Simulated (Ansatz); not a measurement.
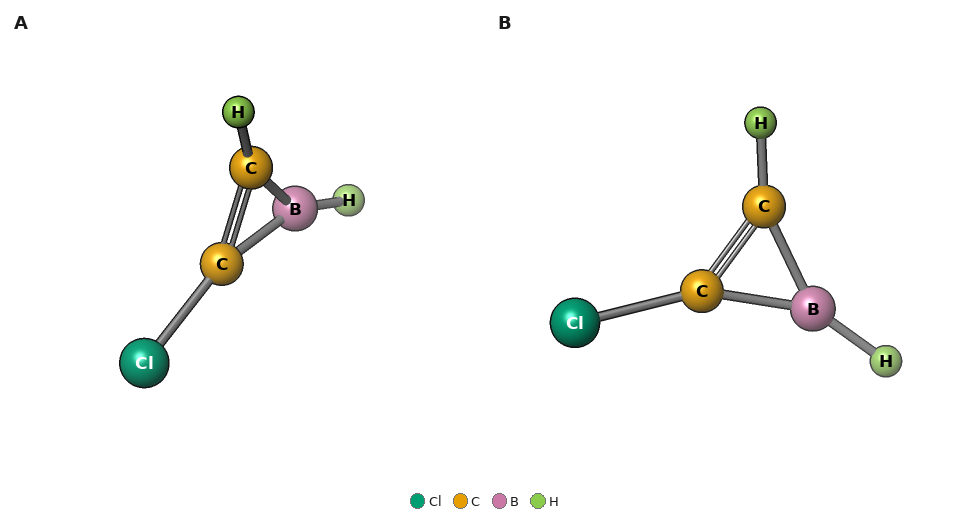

Depth is shown by fading: the farther an atom, the more it takes the colour of the background. The computed structure is the end point of a PBE0-D4/def2-TZVP optimisation. No frequency run is at hand to confirm it as a minimum.

Q: How are A and B related: the same structure turned, mirror images, conformers, diastereomers or constitutional isomers?

A: They are the same structure, C2H2BCl (ClC1=CB1), seen from two directions. With point group Cs it is achiral, so its mirror image would be the same too.
